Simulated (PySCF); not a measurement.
**One shape, several levels: CH5Sb (SMILES [CH3][SbH2])**

We compute a comparison of 3 runs (CAM-B3LYP/def2-SVPD, B3LYP/def2-TZVP, CCSD/def2-SVP) of CH5Sb. The job is set up through a Python script.

The calculation is run with PySCF 2.14.0.

## Step 1: The molecule

The species is CH5Sb (7 atoms), meant as a singlet with charge 0. SMILES: `[CH3][SbH2]`. Geometry: relaxed at PBE0-D4/def2-TZVP.

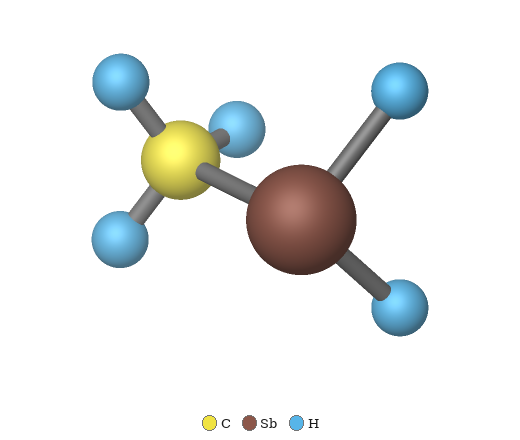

The structure, seen from a chosen angle (carbon yellow, antimony brown, hydrogen blue).

## Step 2: Energy and forces at CAM-B3LYP/def2-SVPD (core potential) (run 1)

The input, mol.xyz:

```xyz
7
CH5Sb
C     -0.610500    -0.478700    -0.404800
Sb     0.668300     0.179800     1.208900
H     -0.439300    -1.541500    -0.574800
H     -1.649200    -0.331800    -0.109300
H     -0.405800     0.077200    -1.317100
H      0.411600     1.843100     0.900200
H      2.086100     0.183800     0.251100
```

The input, input.py:

```python
import pyscf.grad
from pyscf import gto, dft

mol = gto.Mole()
mol.atom = 'mol.xyz'
mol.ecp = {'Sb': 'def2-svp'}
mol.verbose = 3
mol.max_memory = 1860
mol.charge = 0
mol.basis = 'def2-svpd'
mol.build()

mf = dft.RKS(mol)
mf.xc = 'cam-b3lyp'
mf.grids.level = 5
mf.conv_tol = 1e-10
mf.kernel()
if not mf.converged:
    mf = mf.newton().run(mf.mo_coeff, mf.mo_occ)

e_tot = mf.e_tot
print('E = %.10f Eh' % e_tot)
grad = mf.Gradients().kernel()
mf.analyze()
```

Command:

```sh
$ OMP_NUM_THREADS=1 python input.py
```

What it wrote:

```text
converged SCF energy = -281.267195937163
[... 23 lines left out ...]
MO #12  energy= -0.626037590280168 occ= 2
[... 15 lines left out ...]
MO #28  energy= 0.182690571342827  occ= 0
[... 15 lines left out ...]
MO #44  energy= 0.409422914795038  occ= 0
[... 15 lines left out ...]
MO #60  energy= 0.911626265709351  occ= 0
[... 15 lines left out ...]
MO #76  energy= 1.89065543548731   occ= 0
[... 15 lines left out ...]
MO #92  energy= 54.7099333997788   occ= 0
[... 8 lines left out ...]
Dipole moment(X, Y, Z, Debye): -0.48290, -0.36305, -0.31802
```

Run time: 36 s. Hardware: 1 thread of Arm Neoverse V1, shared host; peak memory 0.9 GiB.

## Step 3: Energy and forces at B3LYP/def2-TZVP (core potential) (run 2)

The input, input.xyz:

```xyz
7
CH5Sb
C     -0.610500    -0.478700    -0.404800
Sb     0.668300     0.179800     1.208900
H     -0.439300    -1.541500    -0.574800
H     -1.649200    -0.331800    -0.109300
H     -0.405800     0.077200    -1.317100
H      0.411600     1.843100     0.900200
H      2.086100     0.183800     0.251100
```

The input, calc.py:

```python
import pyscf.grad
from pyscf import gto, dft

mol = gto.M(
    atom='input.xyz',
    ecp={'Sb': 'def2-svp'},
    max_memory=1860,
    basis='def2-tzvp',
    charge=0,
    verbose=4,
)

mf = dft.RKS(mol, xc='b3lyp')
mf.conv_tol = 1e-10
mf.grids.level = 5
mf.kernel()
if not mf.converged:
    mf = mf.newton().run(mf.mo_coeff, mf.mo_occ)

e_tot = mf.e_tot
print('E = %.10f Eh' % e_tot)
grad = mf.Gradients().kernel()
dip = mf.dip_moment()
pop, q = mf.mulliken_pop()
```

Command:

```sh
$ OMP_NUM_THREADS=1 python calc.py
```

What it wrote:

```text
PySCF version 2.14.0

[... 79 lines left out ...]
converged SCF energy = -281.452545254602
[... 15 lines left out ...]
Dipole moment(X, Y, Z, Debye): -0.52898, -0.43506, -0.25276
[... 119 lines left out ...]
charge of    6H =     -0.05756
```

It took 38 s on 1 thread of Arm Neoverse V1, shared host; peak memory 1.1 GiB.

## Step 4: The energy at CCSD/def2-SVP (core potential) (run 3)

The input, job.py:

```python
# [CH3][SbH2]
from pyscf import gto, scf, cc

molecule = gto.M(
    atom='''
C   -0.610500  -0.478700  -0.404800
Sb   0.668300   0.179800   1.208900
H   -0.439300  -1.541500  -0.574800
H   -1.649200  -0.331800  -0.109300
H   -0.405800   0.077200  -1.317100
H    0.411600   1.843100   0.900200
H    2.086100   0.183800   0.251100
''',
    ecp={'Sb': 'def2-svp'},
    verbose=4,
    spin=0,
    basis='def2-svp',
    max_memory=1860,
)

mf = scf.RHF(molecule)
mf.conv_tol = 1e-10
mf.kernel()
if not mf.converged:
    mf = mf.newton().run(mf.mo_coeff, mf.mo_occ)

mycc = cc.CCSD(mf, frozen=5)
mycc.kernel()
e_final = mycc.e_tot
print(f'total energy: {e_final:.8f} hartree')
mf.analyze()
```

Command:

```sh
$ OMP_NUM_THREADS=1 python job.py
```

What it wrote:

```text
PySCF version 2.14.0

[... 97 lines left out ...]
DFT Exchange-Correlation Energy =      -25.338686823268461
[... 14 lines left out ...]
MO #13  energy= -0.568138153138249 occ= 2
[... 12 lines left out ...]
MO #26  energy= 0.459219502074259  occ= 0
[... 12 lines left out ...]
MO #39  energy= 0.974611330903715  occ= 0
[... 12 lines left out ...]
MO #52  energy= 2.15063971380242   occ= 0
[... 12 lines left out ...]
MO #65  energy= 55.0884113069751   occ= 0
[... 75 lines left out ...]
Dipole moment(X, Y, Z, Debye): -0.50874, -0.37256, -0.36077
```

Run time: 6.3 s. Hardware: 1 thread of Arm Neoverse V1, shared host; peak memory 0.23 GiB.

## Step 5: The series

```
run                                 level      task  integration grid  energy (Eh)  dipole moment (D) of the reference  HOMO energy (eV)  LUMO energy (eV)  wall time
  1  CAM-B3LYP/def2-SVPD (core potential)  gradient                 5  -281.267196                                0.68             -8.24              0.57       36 s
  2      B3LYP/def2-TZVP (core potential)  gradient                 5  -281.452545                                0.73             -6.88             -0.46       38 s
  3        CCSD/def2-SVP (core potential)    energy                 –  -280.291204                                0.73             -9.22              3.02      6.3 s
```

## Step 6: Results

```
                                          quantity          value
                               run 3: total energy  -280.29120 Eh
       run 3: dipole moment (Hartree–Fock density)         0.73 D
        run 3: HOMO energy (Hartree–Fock orbitals)       -9.22 eV
        run 3: LUMO energy (Hartree–Fock orbitals)        3.02 eV
      run 3: HOMO–LUMO gap (Hartree–Fock orbitals)       12.24 eV
run 3: correlation energy (5 core orbitals frozen)     -314.2 mEh
                              run 3: T1 diagnostic          0.009
```

**Reading.** Totals of different functionals can't be ranked against each other. All runs together took 80 s, the longest 38 s.
